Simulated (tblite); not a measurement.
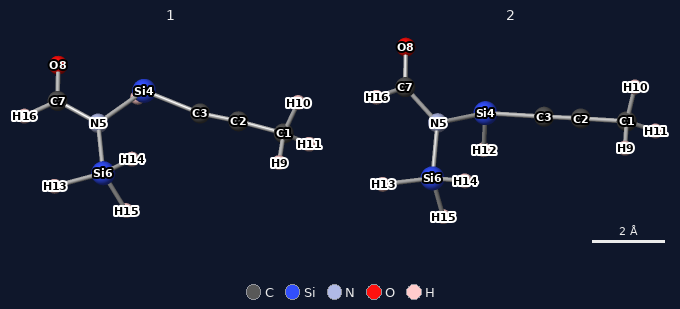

Two geometries of C4H8NOSi2 (multiplicity 2), drawn at one scale. One is the start of a relaxation, the other its converged end. A ball-and-stick model, seen at a tilt.

The calculation used GFN2-xTB geometry optimisation, gas phase in tblite. 

Which one is relaxed?

Structure 1 is the relaxed one. The atom that moves furthest after the best rigid fit is H12 (1.48 Å). By element the largest moves are H 1.48 Å, O 0.83 Å, Si 0.71 Å, C 0.61 Å, N 0.11 Å. Near-neighbour distances that change, for instance: Si4–O8 3.010 → 2.516 Å, C3–Si4 1.883 → 1.830 Å, Si4–N5 1.747 → 1.798 Å, N5–C7 1.368 → 1.330 Å. Bond angles that change, for instance: Si4–N5–C7 119.6° → 105.4°, Si4–N5–Si6 118.0° → 129.1°, C2–C3–Si4 179.3° → 170.1°. Groups turn about Si4–N5 by about 55°. The energy falls by 35.3 kJ/mol in 162 geometry steps.
